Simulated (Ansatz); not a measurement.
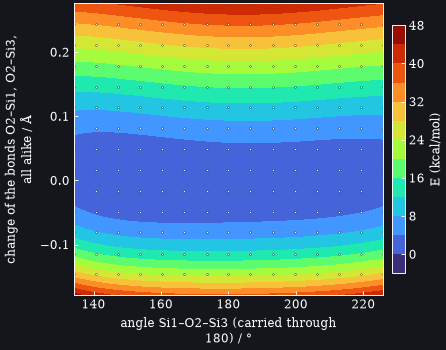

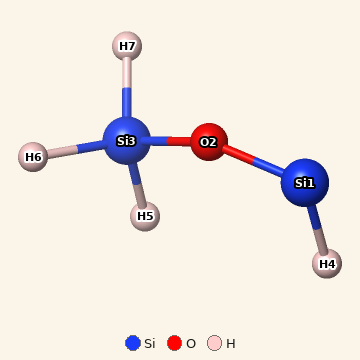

Energy landscape of H₄OSi₂, SMILES [SiH]O[SiH3]. 
- First axis: angle Si1–O2–Si3 (carried through 180). Second axis: change of the bonds O2–Si1, O2–Si3, all alike.
- Nothing is relaxed (all other coordinates rigid).
- Grid: 15 × 15 points.
- Points are written as (first, second).
- Energies are in kcal/mol, from the relaxed molecule at the same level.
- The calculation used Ansatz, RHF/def2-TZVP.

In the figure: filled contours, dots at the grid points. Between grid points the surface is interpolated. The second picture is the structure at the lowest point.

> Summarise what can be read from the map.

The lowest grid point is at (153.8°, −0.016 Å), 0.21 kcal/mol from the relaxed molecule at the same level. No other kind of well shows on this grid. The highest grid point, (134.2°, −0.179 Å), lies 45.2 kcal/mol above the lowest.

Grid values (kcal/mol):

| second ↓, first → | 134.2 | 140.7 | 147.3 | 153.8 | 160.4 | 166.9 | 173.5 | 180.0 | 186.5 | 193.1 | 199.6 | 206.2 | 212.7 | 219.3 | 225.8 |
| --- | --- | --- | --- | --- | --- | --- | --- | --- | --- | --- | --- | --- | --- | --- | --- |
| 0.276 | 38.6 | 39.3 | 40.2 | 41.2 | 42.1 | 42.9 | 43.6 | 43.9 | 43.9 | 43.7 | 43.2 | 42.5 | 41.6 | 40.7 | 39.9 |
| 0.244 | 31.6 | 32.1 | 32.9 | 33.9 | 34.7 | 35.5 | 36.1 | 36.4 | 36.5 | 36.2 | 35.8 | 35.1 | 34.3 | 33.5 | 32.8 |
| 0.211 | 24.8 | 25.2 | 25.9 | 26.7 | 27.5 | 28.2 | 28.8 | 29.1 | 29.1 | 28.9 | 28.5 | 27.9 | 27.2 | 26.5 | 25.9 |
| 0.179 | 18.7 | 19.0 | 19.5 | 20.3 | 21.0 | 21.6 | 22.1 | 22.4 | 22.5 | 22.3 | 21.9 | 21.4 | 20.8 | 20.2 | 19.8 |
| 0.146 | 13.2 | 13.2 | 13.7 | 14.3 | 14.9 | 15.5 | 15.9 | 16.2 | 16.2 | 16.1 | 15.8 | 15.3 | 14.8 | 14.4 | 14.1 |
| 0.114 | 8.6 | 8.4 | 8.7 | 9.2 | 9.8 | 10.3 | 10.6 | 10.9 | 10.9 | 10.8 | 10.5 | 10.2 | 9.8 | 9.5 | 9.4 |
| 0.081 | 4.9 | 4.5 | 4.6 | 4.9 | 5.4 | 5.8 | 6.1 | 6.3 | 6.4 | 6.3 | 6.1 | 5.9 | 5.6 | 5.4 | 5.5 |
| 0.049 | 2.5 | 1.8 | 1.7 | 1.9 | 2.3 | 2.6 | 2.9 | 3.0 | 3.1 | 3.1 | 2.9 | 2.8 | 2.7 | 2.7 | 2.9 |
| 0.016 | 1.5 | 0.5 | 0.2 | 0.2 | 0.4 | 0.6 | 0.9 | 1.0 | 1.1 | 1.1 | 1.0 | 1.0 | 1.0 | 1.2 | 1.7 |
| −0.016 | 2.2 | 0.9 | 0.4 | 0.2 | 0.2 | 0.4 | 0.5 | 0.6 | 0.7 | 0.8 | 0.8 | 0.9 | 1.1 | 1.5 | 2.2 |
| −0.049 | 5.0 | 3.4 | 2.5 | 2.2 | 2.1 | 2.1 | 2.1 | 2.2 | 2.3 | 2.4 | 2.6 | 2.8 | 3.2 | 3.8 | 4.8 |
| −0.081 | 10.2 | 8.1 | 7.0 | 6.4 | 6.1 | 6.0 | 6.0 | 6.1 | 6.2 | 6.3 | 6.6 | 7.0 | 7.5 | 8.4 | 9.6 |
| −0.114 | 18.4 | 15.9 | 14.4 | 13.5 | 13.1 | 12.8 | 12.7 | 12.8 | 12.9 | 13.1 | 13.5 | 14.0 | 14.8 | 15.9 | 17.5 |
| −0.146 | 29.7 | 26.7 | 24.8 | 23.7 | 23.0 | 22.7 | 22.5 | 22.5 | 22.6 | 22.9 | 23.4 | 24.1 | 25.1 | 26.5 | 28.4 |
| −0.179 | 45.4 | 41.8 | 39.5 | 38.1 | 37.2 | 36.7 | 36.4 | 36.4 | 36.6 | 36.9 | 37.6 | 38.5 | 39.7 | 41.4 | 43.6 |

Time for the 225 points that were run: 7.8 min on 1 thread of Arm Neoverse V1, with other jobs on the host.
